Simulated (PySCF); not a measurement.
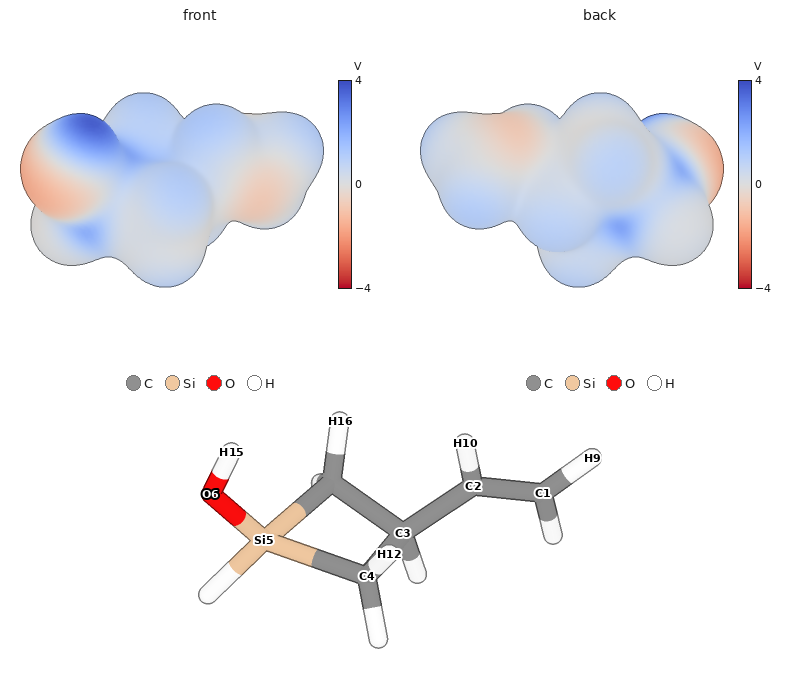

*C5H10OSi. The molecular electrostatic potential painted on the density surface at 0.004 e/bohr³, seen from the front and from behind; the colour scale runs from red (negative) to blue (positive). The bare structure is drawn below in the same view.*

Geometry: GFN2-xTB.

These are results of CAM-B3LYP/def2-SVPD, SCF density, gas phase in PySCF 2.14.0, not measurements.

```xyz
17

C     2.8125   -0.0892    0.4846
C     1.5095   -0.2154    0.6587
C     0.4817    0.0081   -0.3931
C    -0.4564   -1.2074   -0.6167
Si   -1.9990   -0.0813   -0.5547
O    -3.2132   -0.4046    0.4806
C    -0.5786    1.0736   -0.0094
H     3.2305    0.1970   -0.4671
H     3.5181   -0.2628    1.2798
H     1.1171   -0.5019    1.6279
H     0.9661    0.2851   -1.3307
H    -0.3806   -1.9223    0.2034
H    -0.2375   -1.7517   -1.5317
H    -2.7326    0.1988   -1.7763
H    -3.0525   -0.5979    1.4011
H    -0.5539    1.2896    1.0594
H    -0.4381    2.0193   -0.5258
```

Which sites attract a positive test charge, and which a negative one?

Answer. A positive charge is drawn to the negative regions and a negative charge to the positive ones. The most negative region (about −1.5 V, or −35 kcal/mol for a unit charge) lies over O6, the most positive (about +3.4 V, or +78 kcal/mol for a unit charge) over H15. O6 is the likeliest acceptor of a hydrogen bond.
